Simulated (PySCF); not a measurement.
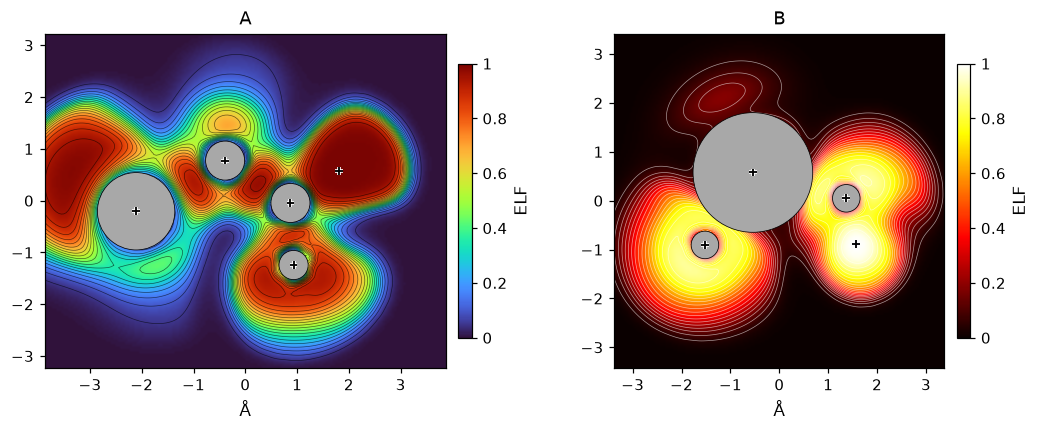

The ELF of 2 systems, each on a plane through atoms (crosses mark nuclei in the plane; grey discs cover the cores).

Theory: wB97X-D/def2-SVPD, SCF density, gas phase, scalar-relativistic core potentials on the heavy atoms in PySCF.

System 1: C₂H₅AsO (SMILES O=CC[AsH2]), the plane of atoms O1, C2 and H5. Geometry: PBE0-D3(BJ)/def2-SVP.

```xyz
9

O    -0.5723   -1.5843   -0.3663
C    -0.9906   -0.4615   -0.3114
C    -0.1890    0.7610    0.0420
As    1.7338    0.5065    0.4287
H    -2.0706   -0.2463   -0.5320
H    -0.2942    1.4945   -0.7765
H    -0.6654    1.2441    0.9133
H     1.9830   -0.4069   -0.7644
H     1.5196   -0.6827    1.3561
```

System 2: H₂O₄Ta (charge −1), the plane of atoms O3, Ta1 and H7. Geometry: PBE0-D3(BJ)/def2-SVP; core potentials replace the inner electrons of Ta.

```xyz
7

Ta    0.1872    0.0905    0.4006
O     0.3126    0.4270    2.1385
O     1.7968    0.0612   -0.3524
O    -0.8828    1.5084   -0.4883
H    -0.5332    1.8753   -1.3042
O    -0.6569   -1.6847    0.1124
H    -0.2236   -2.2778   -0.5066
```

Question: Which map belongs to which system?

Answer: Panel A is system 1, C₂H₅AsO: the plane holds O, C, As and H. C–O (1.20 Å): the ELF peaks at about 0.90 between the atoms; a short, multiple covalent bond. Panel B is system 2, H₂O₄Ta: the plane holds Ta, O and H. Ta1···H7 (2.57 Å): the ELF climbs to about 0.95 towards the hydrogen.
